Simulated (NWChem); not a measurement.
## Energy and gradient calculation of CH5ClGe

CH5ClGe, SMILES [H][Ge]([H])([CH3])[Cl], computed with HF/STO-3G, RHF (NWChem 7.3.0).

The geometry comes from this level: GFN2-xTB.

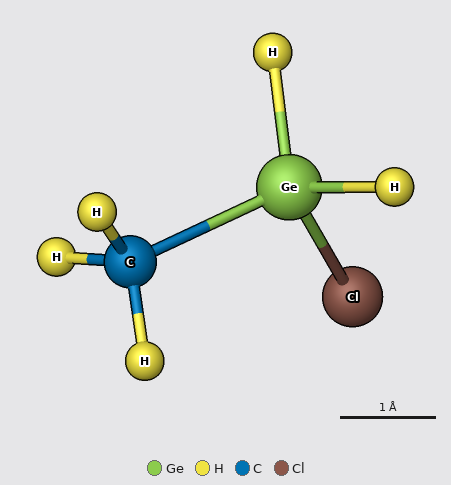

Figure 1. The structure as given in the input (ball-and-stick view, seen at a tilt). Sticks mark near contacts.

**Input file**
```python
from ase import Atoms
from ase.calculators.nwchem import NWChem

mol = Atoms(['Ge', 'H', 'H', 'C', 'H', 'H', 'H', 'Cl'], positions=[
    [0.483850, -0.678830, 0.346630],
    [0.506980, -0.747660, 1.856740],
    [1.912190, -0.767860, -0.140000],
    [-0.455050, 0.916670, -0.329980],
    [-0.006740, 1.828520, 0.052960],
    [-1.499870, 0.894640, -0.028830],
    [-0.415750, 0.944310, -1.416630],
    [-0.525610, -2.389780, -0.340890],
])

calc = NWChem(
    label='ch5clge',
    theory='scf',
    memory='2200 mb',
    basis='STO-3G',
    basispar='spherical bse',
    scf={'nopen': '0', 'rhf': None, 'thresh': '1e-08', 'maxiter': '80', 'print': 'low'},
)
mol.calc = calc

forces = mol.get_forces()
print(f"energy = {mol.get_potential_energy():.6f} eV")
print("forces (eV/A):")
for s, f in zip(mol.symbols, forces):
    print(f"{s:2s} {f[0]:10.5f} {f[1]:10.5f} {f[2]:10.5f}")
```

**File ch5clge.nwi**
```
title "ch5clge"

permanent_dir ch5clge

scratch_dir ch5clge

start ch5clge

geometry units angstrom nocenter noautosym noautoz
  Ge 4.8385000000000000e-01 -6.7883000000000004e-01 3.4662999999999999e-01
  H  5.0697999999999999e-01 -7.4765999999999999e-01 1.8567400000000001e+00
  H  1.9121900000000001e+00 -7.6785999999999999e-01 -1.4000000000000001e-01
  C  -4.5505000000000001e-01 9.1666999999999998e-01 -3.2998000000000000e-01
  H  -6.7400000000000003e-03 1.8285199999999999e+00 5.2960000000000000e-02
  H  -1.4998700000000000e+00 8.9463999999999999e-01 -2.8830000000000001e-02
  H  -4.1575000000000001e-01 9.4430999999999998e-01 -1.4166300000000001e+00
  Cl -5.2561000000000002e-01 -2.3897800000000000e+00 -3.4089000000000003e-01
end

memory 2200 mb

basis spherical bse noprint
   * library STO-3G
end

scf
  nopen 0
  rhf
  thresh 1e-08
  maxiter 80
  print low
end

task scf gradient
```

Hardware: 1 thread of AMD EPYC (Zen 5), 16 GiB of memory available, shared host.

Command:
```bash
export ASE_NWCHEM_COMMAND="nwchem PREFIX.nwi > PREFIX.nwo"
python run.py
```

**Output**
```
energy = -69300.100641 eV
forces (eV/A):
Ge    1.59815    1.82302    1.12702
H    -0.19201    0.10912   -1.45463
H    -1.43200    0.12069    0.30426
C     0.42341   -1.06989    0.27948
H    -0.02679   -0.15272   -0.02936
H     0.22816    0.05831   -0.07672
H    -0.02761    0.04654    0.24965
Cl   -0.57130   -0.93506   -0.39976
```

**Key numbers**

```tsv
quantity	value
outcome	converged
total energy	−2546.731746 hartree
basis functions	37
largest force	2.674 eV/Å
wall time	4.5 s
peak memory	0.099 GiB
```
